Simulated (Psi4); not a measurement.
# HF/3-21G run of BF3 (boron trifluoride)

Aim: the vertical electron affinity of BF3 (boron trifluoride) at HF/3-21G, from 2 runs. 

Program for the calculation: Psi4 1.11.

2 further runs of the same task are left out: 1 that didn't finish, 1 set aside as unsound or not needed.

### 1 The molecule

The species is BF3 (4 atoms), meant as a singlet with charge 0. SMILES: `FB(F)F`. Geometry: relaxed at PBE0-D4/def2-TZVP.

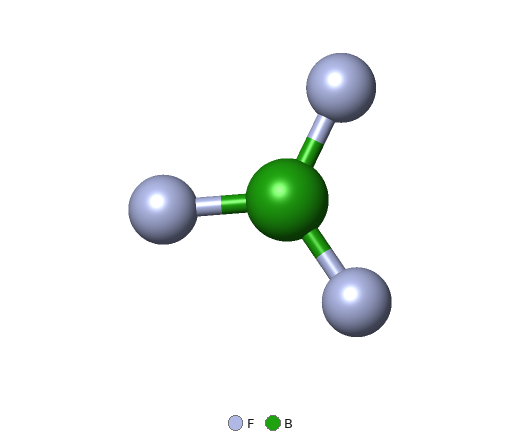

The structure, seen from a chosen angle (fluorine light blue, boron green).

### 2 A single-point energy at HF/3-21G

bf3.xyz reads:

```xyz
4
BF3
F      0.543870     0.210740     1.174280
B      0.000020     0.000000     0.000010
F     -0.265170    -1.223510    -0.389620
F     -0.278730     1.012770    -0.784660
```

run_ase.py reads:

```python
import numpy as np
from ase.calculators.psi4 import Psi4
from ase.io import read

atoms = read('bf3.xyz')
calc = Psi4(atoms=atoms, method='hf', basis='3-21G', memory='2200MB', num_threads=1, charge=0, multiplicity=1, label='calc', reference='rhf')
calc.psi4.set_options({'puream': True, 'e_convergence': 1e-09, 'd_convergence': 1e-08, 'scf_type': 'pk'})
atoms.calc = calc

print(f'energy: {atoms.get_potential_energy():.6f} eV')
```

Started as:

```
$ python run_ase.py
```

calc.dat (excerpt; [...] marks lines left out):

```text
[...]
  Running in c1 symmetry.
[...]
  Nuclear repulsion =  111.109146270774374
[...]
  Multiplicity = 1
[...]
  Nalpha       = 16
  Nbeta        = 16
[...]
    Number of basis functions: 36
[...]
   @RHF iter   1:  -321.39860192401699   -8.91826e-01   1.15042e-02 DIIS/ADIIS
[...]
   @RHF iter   9:  -321.46476388024593   -7.95808e-13   3.26070e-09 DIIS
[...]
    Orbital Energies [Eh]
    ---------------------
    Doubly Occupied:
       1A    -26.215892     2A    -26.215745     3A    -26.215739
       4A     -7.774532     5A     -1.684335     6A     -1.634998
       7A     -1.634989     8A     -0.835970     9A     -0.793937
      10A     -0.793933    11A     -0.756937    12A     -0.676201
      13A     -0.676198    14A     -0.667637    15A     -0.667630
      16A     -0.647663
[...]
  @RHF Final Energy:  -321.46476388024593
   => Energetics <=
    Nuclear Repulsion Energy =            111.1091462707743744
    One-Electron Energy =                -669.3631514972312289
    Two-Electron Energy =                 236.7892413462109857
    Total Energy =                       -321.4647638802459255
[...]
 Multipole Moments:
 ------------------------------------------------------------------------------------
     Multipole            Electronic (a.u.)      Nuclear  (a.u.)        Total (a.u.)
 ------------------------------------------------------------------------------------
 L = 1.  Multiply by 2.5417464519 to convert [e a0] to [Debye]
 Dipole X            :          0.0000919           -0.0000102            0.0000816
 Dipole Y            :          0.0000017            0.0000000            0.0000017
 Dipole Z            :          0.0000406           -0.0000034            0.0000372
 Magnitude           :                                                    0.0000897
[...]
```

On the terminal:

```text
energy: -8747.501783 eV
```

It took 4.5 s on 1 thread of Intel Xeon at 2.50GHz (Skylake/Cascade Lake), shared host; peak memory 0.19 GiB.

### 3 The doublet anion, same level

input.json reads:

```json
{
 "schema_name": "qcschema_input",
 "schema_version": 1,
 "molecule": {
  "schema_name": "qcschema_molecule",
  "schema_version": 2,
  "symbols": ["F", "B", "F", "F"],
  "geometry": [1.02776535, 0.39824088, 2.21906759, 3.779e-05, 0.0, 1.89e-05, -0.50109868, -2.31209881, -0.73627509, -0.52672336, 1.91385793, -1.4827925],
  "molecular_charge": -1,
  "molecular_multiplicity": 2,
  "fix_symmetry": "c1",
  "fix_com": true,
  "fix_orientation": true
 },
 "driver": "energy",
 "model": {
  "method": "hf",
  "basis": "3-21G"
 },
 "keywords": {
  "reference": "uhf",
  "puream": true,
  "e_convergence": 1e-09,
  "d_convergence": 1e-08,
  "scf_type": "pk",
  "maxiter": 100
 }
}
```

Started as:

```
$ psi4 --qcschema input.json -n 1 --memory 2200MB
```

stdout (excerpt; [...] marks lines left out):

```text
[...]
  Running in c1 symmetry.
[...]
  Nuclear repulsion =  111.109146357298144
[...]
  Multiplicity = 2
[...]
  Nalpha       = 17
  Nbeta        = 16
[...]
    Number of basis functions: 36
[...]
   @UHF iter   1:  -321.23831070992060   -7.31535e-01   1.20015e-02 DIIS/ADIIS
[...]
   @UHF iter  12:  -321.29259821304726   -3.97904e-13   8.37151e-09 DIIS
[...]
   @S^2 Observed:                7.543820619E-01
[...]
    Orbital Energies [Eh]
    ---------------------
    Alpha Occupied:
       1A    -25.864741     2A    -25.864596     3A    -25.864590
       4A     -7.332246     5A     -1.346921     6A     -1.300530
       7A     -1.300521     8A     -0.516890     9A     -0.462585
      10A     -0.462581    11A     -0.458519    12A     -0.380738
      13A     -0.380732    14A     -0.351854    15A     -0.351851
      16A     -0.320682    17A      0.156238
    Alpha Virtual:
      18A      0.526945    19A      0.693180    20A      0.693191
      21A      0.834221    22A      1.178159    23A      1.178185
      24A      1.268562    25A      2.470693    26A      2.470704
[...]
  @UHF Final Energy:  -321.29259821304726
   => Energetics <=
    Nuclear Repulsion Energy =            111.1091463572981439
    One-Electron Energy =                -680.0829047711390558
    Two-Electron Energy =                 247.6811602007936131
    Total Energy =                       -321.2925982130472562
  UHF NO Occupations:
  HONO-2 :   15  A 1.9996379
  HONO-1 :   16  A 1.9986455
[...]
 Multipole Moments:
 ------------------------------------------------------------------------------------
     Multipole            Electronic (a.u.)      Nuclear  (a.u.)        Total (a.u.)
 ------------------------------------------------------------------------------------
 L = 1.  Multiply by 2.5417464519 to convert [e a0] to [Debye]
 Dipole X            :          0.0000198           -0.0003213           -0.0003014
 Dipole Y            :          0.0000281           -0.0000000            0.0000281
 Dipole Z            :          0.0000878            0.0000945            0.0001823
 Magnitude           :                                                    0.0003534
[...]
```

The result, in JSON:

```text
{
 "driver": "energy",
 "model": {
  "method": "hf",
  "basis": "3-21G"
 },
 "success": true,
 "return_result": -321.29259821304726,
 "properties": {
  "calcinfo_nbasis": 36,
  "calcinfo_nmo": 36,
  "calcinfo_nalpha": 17,
  "calcinfo_nbeta": 16,
  "calcinfo_natom": 4,
  "nuclear_repulsion_energy": 111.10914635729814,
  "return_energy": -321.29259821304726,
  "scf_one_electron_energy": -680.082904771139,
  "scf_two_electron_energy": 247.6811602007936,
  "scf_dipole_moment": [-0.0003014302014079373, 2.8052657034649542e-05, 0.00018225093596702102],
  "scf_total_energy": -321.29259821304726,
  "scf_iterations": 12
 }
}
```

Wall time 4.5 s (1 thread of Intel Xeon at 2.50GHz (Skylake/Cascade Lake), shared host); peak memory 0.18 GiB.

### 4 Outcome

At HF/3-21G:

| quantity | value |
| --- | --- |
| singlet BF3: total energy | -321.46476 Eh |
| singlet BF3: dipole moment | 0.00 D |
| singlet BF3: HOMO energy | -17.62 eV |
| singlet BF3: LUMO energy | 5.10 eV |
| singlet BF3: HOMO–LUMO gap | 22.73 eV |
| doublet anion: total energy | -321.29260 Eh |
| doublet anion: HOMO energy (highest over α and β) | 4.25 eV |
| doublet anion: LUMO energy (lowest over α and β) | 14.34 eV |
| doublet anion: ⟨S²⟩ | 0.754 |
| vertical electron affinity (to the doublet anion) | -4.685 eV |

What this shows: The anion lies 4.68 eV (452 kJ/mol) above the neutral: the electron isn't bound at this level, and such a value depends on the basis. Without diffuse functions anions come out too high. Hartree–Fock misses the correlation that binds many anions. The HOMO (doublet anion) lies at positive energy, 4.25 eV: the electron is unbound at this level or held by a compact basis; values depend on the basis.
